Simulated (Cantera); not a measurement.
Feed: 1 mol CS2, 0.19 mol SO2, 0.074 mol O2, held at 52.0 Pa.

Method: chemical equilibrium by Gibbs-energy minimisation in Cantera with the NASA 1993 tables (ideal gas, pure condensed phases). Candidate condensed phases: C, S; 22 gas species. Gases not in the tables: S3 to S7. Rates play no part.

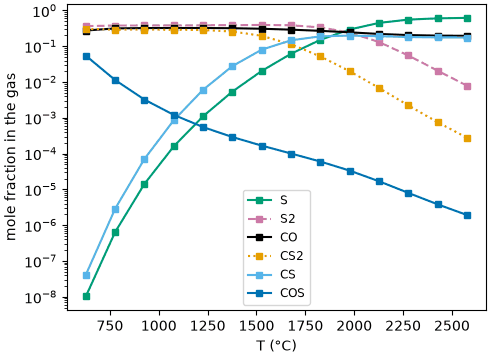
Figure: Equilibrium gas composition (values under 1e-9 drawn at 1e-9)

**Question.** Read off the mole fractions at 1977 °C.

**Answer.** S about 0.29, CO about 0.25, S2 about 0.24, CS about 0.20, CS2 about 0.020, COS about 3.4e-5.
